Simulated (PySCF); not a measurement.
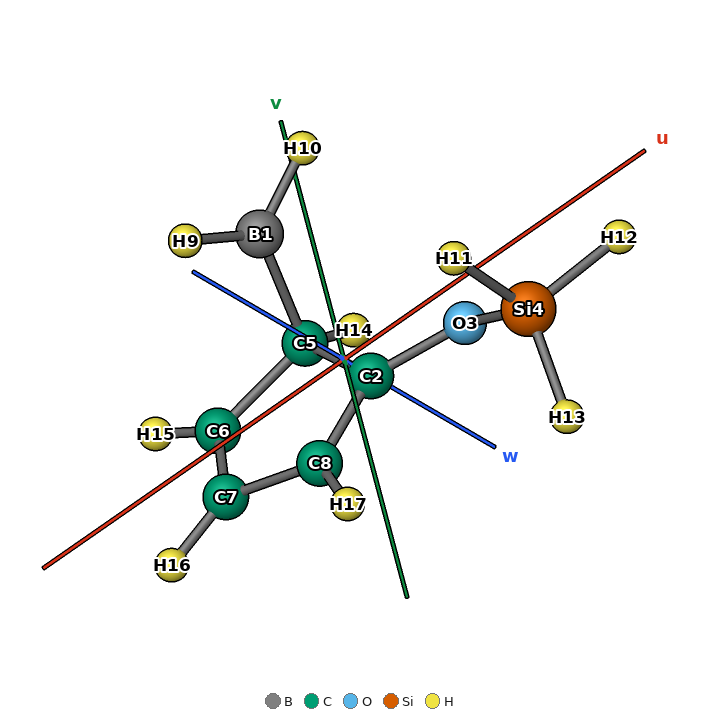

The lines u, v and w are the principal axes of the static dipole polarisability. Computed geometry: GFN2-xTB optimisation. No frequency run is at hand to confirm it as a minimum. Level of theory: CAM-B3LYP/def2-SVPD (PySCF 2.14.0).

Along which axis is the molecule most polarisable, and along which least?

Answer. Most along u (close to the long direction Si4···C6), least along w.

Give the three principal values.

Answer. u 113.6, v 103.1, w 77.1 bohr³; mean 97.9, anisotropy 32.5 bohr³.

The geometry is semi-empirical. Around B, Si such bond lengths and angles can be off by a tenth of an ångström or more and by several degrees, and values that hang on the shape move with them.
